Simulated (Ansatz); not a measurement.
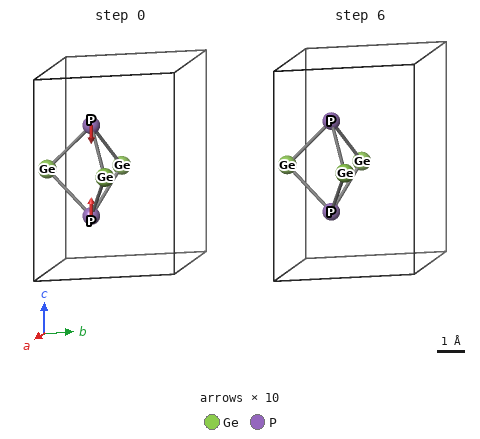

The structure of a crystal of Ge₃P₂ (built on the random type) before (left) and after (right) a relaxation, at one scale. The red arrows give the displacements (the part carried along by the change of the cell is left out), 10 times their true length.

Style: ball-and-stick. Shown: the cell of the calculation, slightly off an axis.

Case: random cell with space group P-6m2 (No. 187).

These are results of Ansatz 0.2.0, DFT PBE, scalar-relativistic, plane waves, PAW, not measurements.

Input
```yaml
crystal:
  lattice:
    - [5.496994115, 0.0, 0.0]
    - [-2.7484970575, 4.760536548, 0.0]
    - [0.0, 0.0, 7.6319068801]
  atoms:
    - { symbol: Ge, position: [0.4896147017, 0.9792294033, 0.5] }
    - { symbol: Ge, position: [0.0207705967, 0.5103852983, 0.5] }
    - { symbol: Ge, position: [0.4896147017, 0.5103852983, 0.5] }
    - { symbol: P, position: [0.6666666667, 0.3333333333, 0.2751046914] }
    - { symbol: P, position: [0.6666666667, 0.3333333333, 0.7248953086] }
basis:
  ecutwfc: 420
kpoints:
  mp_grid: { grid: [6, 6, 4] }
hamiltonian:
  xc: pbe
scf:
  occupations: { method: gaussian, width: 0.02 }
output:
  forces: true
  stress: true
  eigenvalues: true
  write_density: true
  write_potential: true
  elf: true
  volumetric_format: npy
relax:
  adjacent_minimum: "off"
  f_tol: 0.01
  max_steps: 80
  cell: { stress_tol: 0.05 }
```

Command:
```bash
ansatz run input.yaml --threads 1 --pin off --max-ram 2560MiB --backend cpu --events-out ev --progress --plain --runs-dir out
```

Question: What changed between the two?

Answer: The largest moves relative to the cell, 0.071 Å, are those of P4 and P5. P5 goes along −c. Ge stays in place. Cell: a = b 5.497 → 5.496 Å (0.0 %), c 7.632 → 7.951 Å (+4.2 %). Volume +4.2 %. The space group stays P-6m2 (No. 187). Over 4 accepted moves (6 points after the start) the energy falls by 0.7 meV per atom. Largest force component: 0.0031 eV/Å at the start, 0.0034 eV/Å at the end. Pressure: 0.05 GPa at the start and 0.01 GPa at the end. The line search rejected the trial step at point 3 of the run. At 1 point the geometry stayed and the basis and grid were re-selected for the new cell (energy shift of 0.2 meV per atom at most each time).
